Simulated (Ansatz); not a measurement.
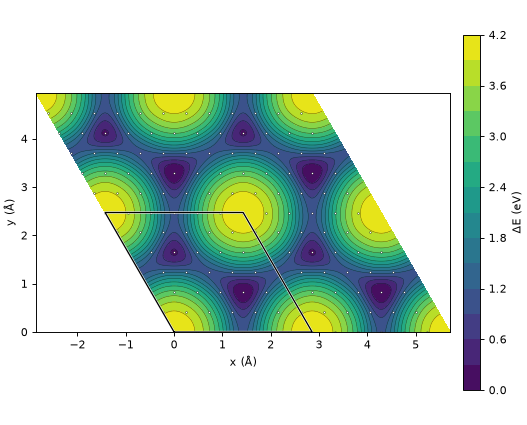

N on an Al(111) slab cut from the Fm-3m phase, its upper half relaxed before the scan (12 atoms of substrate and one adsorbate in a 2 × 2 cell). N is moved over the surface cell; relaxed at each place: the height of the adsorbate's atoms; substrate rigid; the origin of the map has the adsorbate above Al9. Places are given modulo a cell vector. The map is drawn in real space over the plane of the surface. The scan uses a 6 × 6 grid; 10 points were computed and 26 follow by symmetry. Places are given in fractions of the 1 × 1 surface cell. All energies are given in eV relative to the lowest grid point. Level of theory: DFT PBE, scalar-relativistic, plane waves, PAW (Ansatz). Settings: cutoff 420 eV, k-mesh 6×6×1, gaussian smearing 0.1 eV, no spin polarisation.

In the figure: filled contours, dots at the grid points, the outline of one cell of the 2 × 2 shown. Between grid points the surface is interpolated.

The lowest grid point is at a threefold hollow over a third-layer Al atom, (4/6, 2/6) of the cell vectors. A higher local minimum lies near a threefold hollow over a second-layer Al atom, (2/6, 4/6) of the cell vectors (0.26 eV above the lowest at that grid point). The highest grid point, the top site over a surface Al atom, (0/6, 0/6) of the cell vectors, lies 4.18 eV above the lowest. On the interpolated surface the easiest way out of the lowest well to the well at a threefold hollow over a second-layer Al atom, (2/6, 4/6) of the cell vectors passes a barrier of about 1.1 eV. At the lowest point the adsorbate has 3 Al at 1.85 Å as nearest neighbours, at the highest 1 Al at 1.76 Å. Its relaxed height above the top atom is 0.83 Å at the lowest and 1.76 Å at the highest point.

The system is changed to N on a Cu(111) slab cut from the Fm-3m phase, its upper half relaxed before the scan (12 atoms of substrate and one adsorbate in a 2 × 2 cell); all else is set up alike.

Question: What will the new map look like?

Answer: The lowest place stays at a threefold hollow over a third-layer Cu atom, (4/6, 2/6) of the cell vectors. The span from the lowest to the highest grid point shrinks from 4.18 to 2.31 eV. The easiest pass out of the lowest well goes from about 1.1 to about 0.64 eV on the interpolated surfaces. Higher wells of the new map: a threefold hollow over a second-layer Cu atom, (2/6, 4/6) of the cell vectors, 0.12 eV up (that grid point lay 0.26 eV up before). In the new map: at the lowest point the adsorbate has 3 Cu at 1.83 Å as nearest neighbours, at the highest 1 Cu at 1.69 Å. Its relaxed height above the top atom is 1.07 Å at the lowest and 1.69 Å at the highest point.

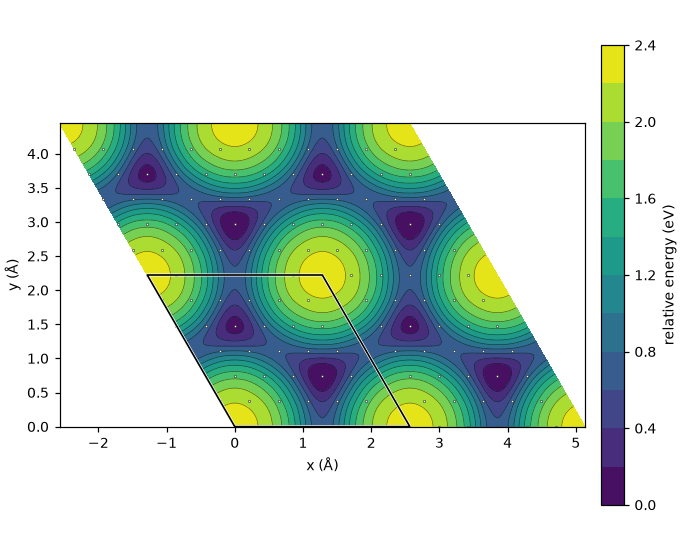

The map after the change, on a colour scale of its own. In the figure: filled contours, dots at the grid points, the outline of one cell of the 2 × 2 shown. Between grid points the surface is interpolated.
